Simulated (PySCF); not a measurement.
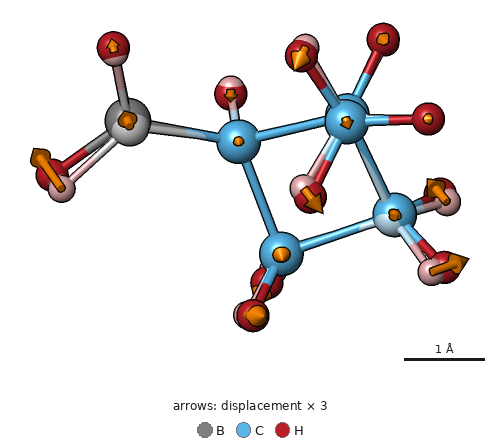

This is a relaxation of C5H11B. The starting structure is drawn faded, the final one solid; orange arrows show the displacements, 3 times their true length. The two geometries are superimposed by the best rigid fit.

A ball-and-stick model, seen from a free direction.

The start comes from GFN2-xTB.

All numbers below come from PBE0-D3(BJ)/def2-SVP geometry optimisation, gas phase (PySCF). 

Q: Atoms of which element are displaced furthest, and by how much?

A: Hydrogen: up to 0.32 Å, against 0.11 Å for boron.

Q: Describe the change and its energy.

A: The atom that moves furthest after the best rigid fit is an H atom (0.32 Å). By element the largest moves are H 0.32 Å, B 0.11 Å, C 0.09 Å. Near-neighbour distances that change, for instance: B–H 1.170 → 1.212 Å, C–H 1.098 → 1.115 Å, C–H 1.088 → 1.103 Å, B–C 1.563 → 1.549 Å. Bond angles that change, for instance: B–C–H 104.7° → 100.2°, B–C–C 122.4° → 125.0°, B–C–C 121.5° → 123.8°. After 12 geometry steps the energy has fallen by 9.35 kJ/mol. The run took roughly 4 core-minutes on a shared host.
